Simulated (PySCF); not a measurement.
**C$_{5}$H$_{6}$ClFO (SMILES C=C(F)/C(Cl)=C\OC): density, localisation and related maps**

Input

```
{"job": {"kind": "nmr", "xc": "PBE", "basis": "pcSseg-1", "solvent": "dimethylsulfoxide", "pop": false}, "charge": 0, "multiplicity": 1}
C     -2.587984    -0.255685     0.413120
C     -1.326200    -0.309665     0.004659
F     -0.673519    -1.490065     0.078151
C     -0.526618     0.780221    -0.540328
Cl    -1.382515     2.265000    -0.762704
C      0.765960     0.756441    -0.897835
O      1.592673    -0.319467    -0.830913
C      2.168070    -0.587649     0.437786
H     -3.074212    -1.137847     0.787608
H     -3.148210     0.657854     0.377760
H      1.208220     1.653442    -1.326688
H      1.407343    -0.772541     1.199920
H      2.769923    -1.483081     0.302437
H      2.807069     0.243041     0.757027
```

Launched as:

```sh
OMP_NUM_THREADS=1 python ens_run.py task.json out
```

Geometry: GFN2-xTB.

Level of theory: PySCF, PBE/pcSseg-1, SCF density, in a dimethylsulfoxide solvent model, non-relativistic.

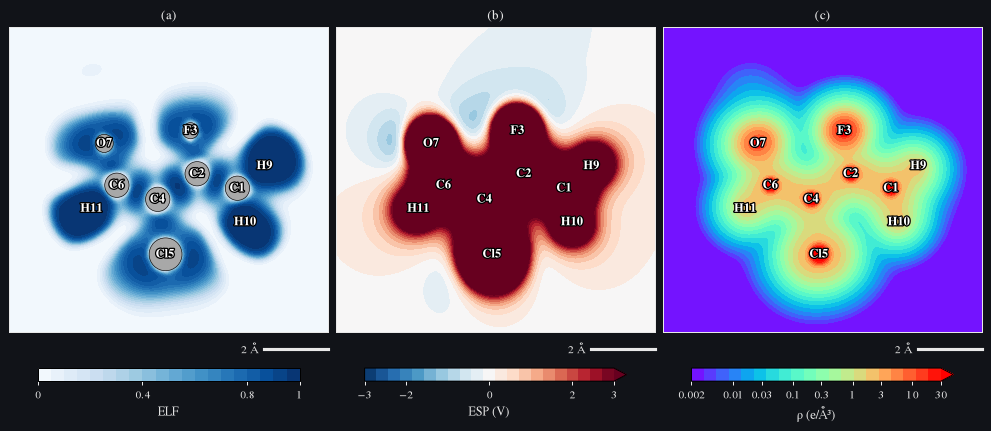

Figure 1. (a) electron localisation function; (b) electrostatic potential; (c) electron density on the plane of atoms C2, C1 and H10. Grey discs cover the atomic cores in the ELF map.

Describe what can be read from this map.

The plane passes through C, F, Cl, O and H nuclei.
C–C (1.33 Å): ρ at the midpoint is about 2.3 e/Å³; the ELF peaks at about 0.90 between the atoms (a multiple bond).
C–F (1.35 Å): ρ at the midpoint is about 2.2 e/Å³, with its minimum of 1.7 e/Å³ about 0.5 Å from C; the ELF peaks at about 0.85 between the atoms: a shared but strongly polarised pair.
C–O (1.36 Å): ρ is about 2.3 e/Å³ halfway, with its minimum of 2 e/Å³ about 0.5 Å from C; the ELF peaks at about 0.90 between the atoms: a polar covalent bond.
C–Cl (1.73 Å): the density is about 1.4 e/Å³ at the midpoint; the ELF peaks at about 0.90 between the atoms, as expected for a shared electron pair.
C–H (1.07 Å): ρ is about 2.1 e/Å³ halfway; the ELF climbs to about 1 towards the hydrogen, as it does in any bond to H; an ordinary covalent bond to hydrogen.
The ELF also peaks beside Cl5, O7 and F3, away from the bonds: lone-pair regions.
Outside the dense part of the molecule the potential is most negative (−1.0 V) near O7.

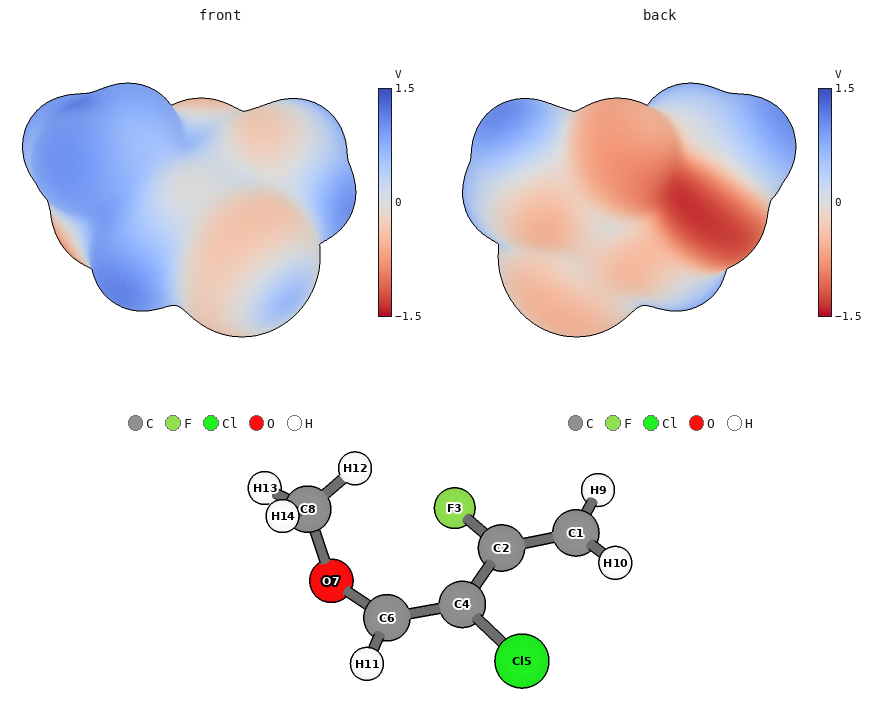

Figure 2. The electrostatic potential painted on the density surface at 0.002 e/bohr³, seen from the front and from behind; red is negative and blue positive. The bare structure is drawn below in the same view.

Which sites attract a positive test charge, and which a negative one?

A positive charge is drawn to the negative regions and a negative charge to the positive ones. The most negative region (about −1.3 V, or −30 kcal/mol for a unit charge) lies over F3 and O7, the most positive (about +1.1 V, or +25 kcal/mol for a unit charge) over C8, H9 and H11. Cl5 shows a σ-hole: about +0.6 V, or +14 kcal/mol for a unit charge at the tip opposite its bond, against about −0.2 V on its flanks.
